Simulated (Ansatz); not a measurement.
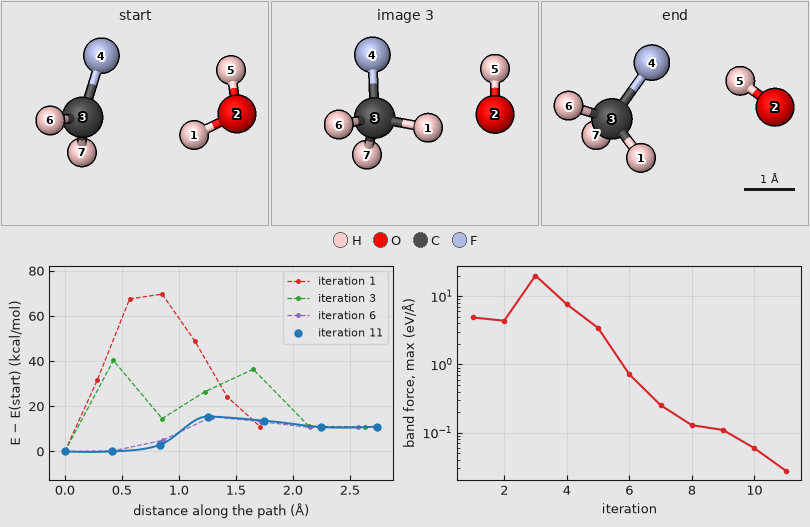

A search for the minimum-energy path of CH$_{4}$FO (multiplicity 2), made up of H₂O and CH$_{2}$F by the nudged elastic band. Images are numbered from 0 (start) to 6 (end). The plot follows the band through its iterations. Style: ball-and-stick. Shown at a tilt.

These are results of UKS PBE0-D4/def2-SVP (Ansatz 0.2.0), not measurements.

Input file:
```yaml
crystal:
  periodic: [false, false, false]
  atoms:
    - {symbol: H, position_ang: [-0.379789, -1.265491, -0.240687]}
    - {symbol: O, position_ang: [0.148502, -2.063461, -0.140145]}
    - {symbol: C, position_ang: [-0.296211, 1.168991, -0.001949]}
    - {symbol: F, position_ang: [0.948140, 1.038017, 0.453234]}
    - {symbol: H, position_ang: [0.988099, -1.747051, 0.201546]}
    - {symbol: H, position_ang: [-1.038320, 1.373033, 0.759275]}
    - {symbol: H, position_ang: [-0.370422, 1.495861, -1.031273]}
basis:
  gaussian: {orbitals: def2-SVP}
magnetization: {spin_polarized: true, initial_magnetization: 1}
hamiltonian: {xc: pbe0, dispersion: d4}
neb:
  images: 5
  climbing: true
  max_iterations: 40
  initial_path: idpp
  final_atoms:
    - {symbol: H, position_ang: [-0.973730, -0.044550, -0.353804]}
    - {symbol: O, position_ang: [0.631706, -2.459404, 0.014943]}
    - {symbol: C, position_ang: [-0.381869, 0.825555, -0.066500]}
    - {symbol: F, position_ang: [0.870102, 0.390023, 0.349247]}
    - {symbol: H, position_ang: [0.958482, -1.559855, 0.211387]}
    - {symbol: H, position_ang: [-0.855783, 1.353258, 0.761977]}
    - {symbol: H, position_ang: [-0.248909, 1.494874, -0.917250]}
```

Launched with:
```bash
ansatz run in.yaml --threads 2 --pin off --events-out ev --progress --plain --max-ram 4352MiB
```

Q: Did the band converge, and can the barrier be trusted?

A: The run is converged, with reservations. The band converged in 11 iterations. The largest component of the band force went from 4.9 to 0.028 eV/Å. The climbing image converged on the top of the path. Its curvatures weren't checked. The largest force component is 0.57 eV/Å at the start and 0.69 eV/Å at the end; an end with forces this large is no minimum, and the barrier measured from it can be far off. The first iteration put the highest image at 69.7 kcal/mol. The energy climbs by 15.5 kcal/mol to image 3 and then falls by 4.5 kcal/mol, so the end point sits at +11.0 kcal/mol.

Limits of the set-up: the start holds two separate molecules, 2.4 Å apart at their closest, whose relative position is a soft coordinate.

The run took 2.5 min on 2 threads of Intel Xeon 6975P-C, with other jobs on the host.
